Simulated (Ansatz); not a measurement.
Pulling on the Sb1–Br4 bond in BrH2Sb (SMILES [Br][SbH2]) (multiplicity 1 held, fragments rigid). Energies count from the point at 2.546 Å.
Geometry at that point (charge 0, multiplicity 1):
```xyz
4

Sb    -0.598    -0.607     0.541
H     -0.272    -1.972    -0.449
H     -1.985    -0.243    -0.404
Br     0.937     0.948    -0.764
```

Restricted levels (R-, RO-) in cc, def2 and unpolarised 6-31G sets keep to the state of the molecule at rest. U- levels take the lowest unrestricted solution at each point, which mixes spins at long bonds. Active spaces are followed from a long bond inwards. Curves can end on different states.

Frozen-core correlation. Filled d and f shells under p-block atoms count as core.

Run with Ansatz (a program for electronic structure) with Gaussian orbitals. Each number belongs to the level named beside it. In def2 rows elements past Kr take small-core potentials, without spin–orbit coupling.

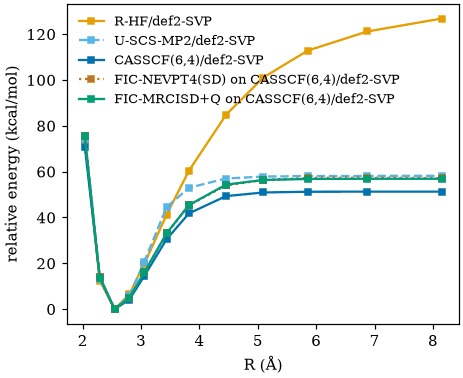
Fig. 1. Relative energy along the coordinate

Doubts at one or more of the structures used: a restricted determinant that unrestricted orbitals would lower (R-HF/def2-SVP); a spin-contaminated determinant (U-SCS-MP2/def2-SVP); active orbitals that take no part (CASSCF(6,4)/def2-SVP, FIC-NEVPT4(SD) on CASSCF(6,4)/def2-SVP, FIC-MRCISD+Q on CASSCF(6,4)/def2-SVP).
